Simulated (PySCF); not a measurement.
# C5F6N−: magnetic properties

What do calculations give for the magnetic properties of C5F6N− (`N#C[C-](C(F)=C(F)F)C(F)(F)F`)?

Programs: PySCF 2.14.0, with routines of our own; each step states its level. All values are computed. Atoms count from 0.

## Step 1: The system as given

12 atoms, charge -1, multiplicity 1; geometry from: GFN2-xTB.

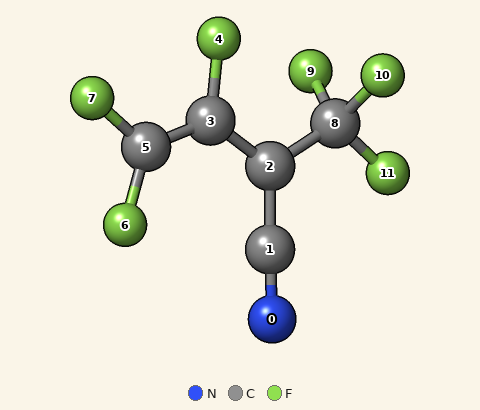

The starting geometry (nitrogen blue, carbon grey, fluorine green).

## Step 2: Magnetic properties: GIAO wB97X-D/aug-pcSseg-1

Job settings and geometry (Å):

```
{"job": {"kind": "mag", "xc": "wB97X-D", "basis": "aug-pcSseg-1", "isotopologues": 0}, "charge": -1, "multiplicity": 1}
N     -0.036513     0.512347    -2.784283
C     -0.146808     0.316473    -1.649963
C     -0.328810     0.089655    -0.299013
C      0.744504    -0.191311     0.585606
F      0.414326    -0.382262     1.895579
C      2.056503    -0.299999     0.314574
F      2.625677    -0.155420    -0.900293
F      3.013123    -0.570508     1.239867
C     -1.691159     0.152418     0.234006
F     -2.131877    -0.995615     0.840901
F     -1.895798     1.104995     1.200170
F     -2.621971     0.418540    -0.703179
```

Level: GIAO wB97X-D/aug-pcSseg-1 magnetisability, rotational g tensor and spin-rotation constants, non-relativistic, gas phase.

On the command line:

```console
OMP_NUM_THREADS=1 python excited_run.py task.json out
```

One launch serves the whole session: the jobs run in the order shown.

Log:

```text
coarse grid: 13008 points
cycle   1  E = -843.6271511767  dE =  2.244e+00  |g| = 1.310e+00  |ddm| = 7.228e+00
cycle   2  E = -843.4434973317  dE =  1.837e-01  |g| = 1.741e+00  |ddm| = 4.172e+00
cycle   3  E = -843.9402831520  dE = -4.968e-01  |g| = 1.932e-01  |ddm| = 2.373e+00
cycle   4  E = -843.9466565917  dE = -6.373e-03  |g| = 9.556e-02  |ddm| = 4.198e-01
cycle   5  E = -843.9485691940  dE = -1.913e-03  |g| = 2.134e-02  |ddm| = 1.568e-01
cycle   6  E = -843.9486590805  dE = -8.989e-05  |g| = 5.568e-03  |ddm| = 3.978e-02
cycle   7  E = -843.9486680179  dE = -8.937e-06  |g| = 1.774e-03  |ddm| = 1.775e-02
final grid: 136656 points
cycle   8  E = -844.0575490807  dE = -2.364e-04  |g| = 1.334e-02  |ddm| = 5.984e-01
cycle   9  E = -844.0575440324  dE =  5.048e-06  |g| = 1.528e-02  |ddm| = 7.409e-02
cycle  10  E = -844.0575768481  dE = -3.282e-05  |g| = 1.240e-03  |ddm| = 1.409e-02
cycle  11  E = -844.0575770075  dE = -1.595e-07  |g| = 9.532e-04  |ddm| = 6.020e-03
cycle  12  E = -844.0575771881  dE = -1.805e-07  |g| = 3.045e-04  |ddm| = 2.542e-03
cycle  13  E = -844.0575772083  dE = -2.024e-08  |g| = 4.326e-05  |ddm| = 6.857e-04
cycle  14  E = -844.0575772095  dE = -1.194e-09  |g| = 2.503e-05  |ddm| = 3.387e-04
cycle  15  E = -844.0575772098  dE = -2.951e-10  |g| = 9.149e-06  |ddm| = 1.691e-04
converged SCF energy = -844.0575772098

Magnetisability tensor (1e-30 J/T^2)
    -1272.13       -3.37        3.53
       -3.37    -1299.39       14.38
        3.53       14.38    -1377.03
isotropic -1316.18   principal values   -1379.77  -1297.10  -1271.69
isotropic susceptibility -79.262 1e-6 cm^3/mol

Inertial axes            a          b          c
rot. const./GHz      1.4017     0.6837     0.4992
chi total           -76.590    -83.084    -78.113
chi diamagnetic    -883.337  -1629.567  -2218.246
chi paramagnetic    806.747   1546.483   2140.133
quadrupole/D A       -3.708    -16.465     20.173
g nuclear            0.4891     0.4807     0.4839
g electronic        -0.5313    -0.4967    -0.5019
g total             -0.0422    -0.0161    -0.0180

Spin-rotation constants (kHz, H = +C I.J)
atom  isotope        aa         bb         cc
  0    14N        0.224      0.054      0.118
  4    19F        0.857      0.644      0.148
  6    19F        0.659      0.644      0.612
  7    19F        1.127      0.477      0.579
  9    19F        2.579      0.912      0.598
 10    19F        2.575      0.921      0.600
 11    19F        1.651      0.970      0.656
  1    13C*       0.651      0.014      0.228
  2    13C*       0.212      0.133      0.075
  3    13C*       0.542      0.275      0.120
  5    13C*       0.575      0.292      0.141
  8    13C*       0.435      0.250      0.156
* in the singly substituted isotopologue
```

Run time: 4.3 min. Hardware: 1 thread of Intel Xeon at 2.50GHz, shared host; peak memory 1.5 GiB.

In short:

```
              quantity                      value
       magnetisability           -1316·10⁻³⁰ J/T²
  molar susceptibility         -79.3·10⁻⁶ cm³/mol
rotational g (a, b, c)  -0.0422, -0.0161, -0.0180
```

## Step 3: Magnetic properties: GIAO HSE06/cc-pVDZ

The job, as its differences from that of step 2:

```diff
@@ -1,2 +1,2 @@
-{"job": {"kind": "mag", "xc": "wB97X-D", "basis": "aug-pcSseg-1", "isotopologues": 0}, "charge": -1, "multiplicity": 1}
+{"job": {"kind": "mag", "xc": "HSE06", "basis": "cc-pVDZ"}, "charge": -1, "multiplicity": 1}
 N     -0.036513     0.512347    -2.784283
```

Method: GIAO HSE06/cc-pVDZ magnetisability, rotational g tensor and spin-rotation constants, non-relativistic, gas phase.

Log:

```text
coarse grid: 13008 points
cycle   1  E = -843.3436842580  dE =  2.098e+00  |g| = 1.193e+00  |ddm| = 7.055e+00
cycle   2  E = -842.8011453459  dE =  5.425e-01  |g| = 2.051e+00  |ddm| = 4.630e+00
cycle   3  E = -843.5653988999  dE = -7.643e-01  |g| = 3.839e-01  |ddm| = 3.143e+00
cycle   4  E = -843.5962832647  dE = -3.088e-02  |g| = 1.260e-01  |ddm| = 6.257e-01
cycle   5  E = -843.5994814101  dE = -3.198e-03  |g| = 3.548e-02  |ddm| = 2.191e-01
cycle   6  E = -843.5997580949  dE = -2.767e-04  |g| = 1.172e-02  |ddm| = 7.085e-02
cycle   7  E = -843.5997859542  dE = -2.786e-05  |g| = 3.091e-03  |ddm| = 2.109e-02
cycle   8  E = -843.5997878875  dE = -1.933e-06  |g| = 9.469e-04  |ddm| = 5.896e-03
final grid: 136656 points
cycle   9  E = -843.6142931962  dE = -3.274e-05  |g| = 1.988e-02  |ddm| = 8.226e-02
cycle  10  E = -843.6142093211  dE =  8.388e-05  |g| = 3.029e-02  |ddm| = 6.266e-02
cycle  11  E = -843.6143571337  dE = -1.478e-04  |g| = 2.580e-03  |ddm| = 3.940e-02
cycle  12  E = -843.6143583650  dE = -1.231e-06  |g| = 1.045e-03  |ddm| = 4.682e-03
cycle  13  E = -843.6143585953  dE = -2.302e-07  |g| = 2.665e-04  |ddm| = 1.547e-03
cycle  14  E = -843.6143586090  dE = -1.372e-08  |g| = 8.375e-05  |ddm| = 4.350e-04
cycle  15  E = -843.6143586104  dE = -1.386e-09  |g| = 2.800e-05  |ddm| = 1.643e-04
cycle  16  E = -843.6143586106  dE = -1.899e-10  |g| = 5.433e-06  |ddm| = 5.453e-05
converged SCF energy = -843.6143586106

Magnetisability tensor (1e-30 J/T^2)
    -1279.72       -1.13        3.81
       -1.13    -1286.98       15.32
        3.81       15.32    -1370.06
isotropic -1312.25   principal values   -1372.97  -1284.28  -1279.52
isotropic susceptibility -79.026 1e-6 cm^3/mol

Inertial axes            a          b          c
rot. const./GHz      1.4017     0.6837     0.4992
chi total           -77.059    -82.677    -77.341
chi diamagnetic    -877.278  -1624.132  -2210.922
chi paramagnetic    800.219   1541.455   2133.581
quadrupole/D A       -3.345    -15.043     18.388
g nuclear            0.4891     0.4807     0.4839
g electronic        -0.5270    -0.4951    -0.5004
g total             -0.0379    -0.0145    -0.0164

Spin-rotation constants (kHz, H = +C I.J)
atom  isotope        aa         bb         cc
  0    14N        0.208      0.050      0.107
  4    19F        0.764      0.579      0.097
  6    19F        0.582      0.614      0.530
  7    19F        1.020      0.466      0.501
  9    19F        2.282      0.803      0.543
 10    19F        2.281      0.811      0.545
 11    19F        1.408      0.862      0.574
  1    13C*       0.566      0.018      0.200
  2    13C*       0.201      0.122      0.067
  3    13C*       0.494      0.247      0.107
  5    13C*       0.524      0.259      0.126
  8    13C*       0.402      0.227      0.143
* in the singly substituted isotopologue
```

Wall time 2.5 min (1 thread of Intel Xeon at 2.50GHz, shared host); peak memory 1 GiB.

Key values:

```
              quantity                      value
       magnetisability           -1312·10⁻³⁰ J/T²
  molar susceptibility         -79.0·10⁻⁶ cm³/mol
rotational g (a, b, c)  -0.0379, -0.0145, -0.0164
```

## Step 4: Magnetic properties side by side

```
                    level  ξ (10⁻³⁰ J/T²)     g(a)     g(b)  gap (eV)  functions     time
GIAO wB97X-D/aug-pcSseg-1           -1316  -0.0422  -0.0161      7.11        312  4.3 min
       GIAO HSE06/cc-pVDZ           -1312  -0.0379  -0.0145      5.32        168  2.5 min
```

## Step 5: Outcome

| quantity | value |
| --- | --- |
| magnetisability (step 2, GIAO wB97X-D/aug-pcSseg-1) | -1316·10⁻³⁰ J/T² |
| molar susceptibility (step 2, GIAO wB97X-D/aug-pcSseg-1) | -79.3·10⁻⁶ cm³/mol |
| rotational g (a, b, c) (step 2, GIAO wB97X-D/aug-pcSseg-1) | -0.0422, -0.0161, -0.0180 |
| magnetisability over the levels | -1316 to -1312·10⁻³⁰ J/T² |

In words: For an ion, the motion of the centre of mass in the field is left out. The magnetisability spreads by 0.3 % over 2 levels, from GIAO wB97X-D/aug-pcSseg-1 (4.3 min) to GIAO HSE06/cc-pVDZ (2.5 min); the runs took 2.5 min to 4.3 min. Two levels can agree by chance, so this spread shows no convergence. Vibrational averaging and real surroundings are missing from these values.
